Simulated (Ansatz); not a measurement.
Band structure of CoIr (R-3m, 2 atoms in the cell).

```xyz
2
Lattice="1.3242 0.7645 4.1648 -1.3242 0.7645 4.1648 0.0000 -1.5291 4.1648" Properties=species:S:1:pos:R:3 pbc="T T T"
Co     0.0000     0.0000     0.0000
Ir     0.0000     0.0000     6.2472
```
Moments meant for the start (each program seeds them in its own way; μB, in the order of the atoms Co Ir): 3.0 0.0.

Computed with PBEsol, PAW files made with PBE (plane waves; Ansatz, a program for electronic structure).

Settings: kpoints.mp_grid.grid = 12 12 12; hamiltonian.xc = pbesol; hamiltonian.pseudopotentials = {kind: paw} (the program's default PAW files); magnetization.spin_polarized = true; scf.occupations.method = gaussian; scf.occupations.width = 0.136 eV; kpoints.band_path.path = [[0.0, 0.0, 0.0], [0.5, 0.0, 0.0], [0.5, 0.18913225, -0.18913225]]; kpoints.band_path.npoints = 8.

The starting cell comes from a database of computed structures (which also holds hypothetical and non-ambient phases and stackings), without a prior relaxation at this level. Spin-orbit coupling is off. With one magnetic atom in the cell only a parallel order is possible.

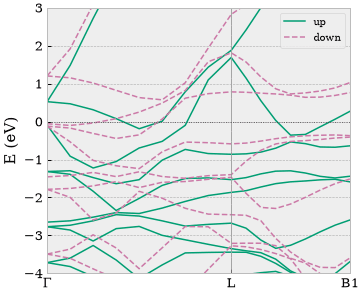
Figure. Bands along the path, energies from the Fermi level.

Levels in eV from the Fermi level, bands 15 to 22 of the first spin channel:
```tsv
point	15	16	17	18	19	20	21	22
Γ	-2.65	-1.32	-1.32	-0.09	0.53	0.53	7.56	14.72
L	-1.87	-1.53	-0.86	1.69	1.88	4.68	7.50	10.17
B1	-1.59	-1.44	-0.64	0.27	4.66	5.30	7.22	7.67
```

Bands cross the Fermi level along this path, so the cell is metallic at this level.

The net moment of the cell came out as 1.56 μB.

Keys are those of Ansatz 0.2.
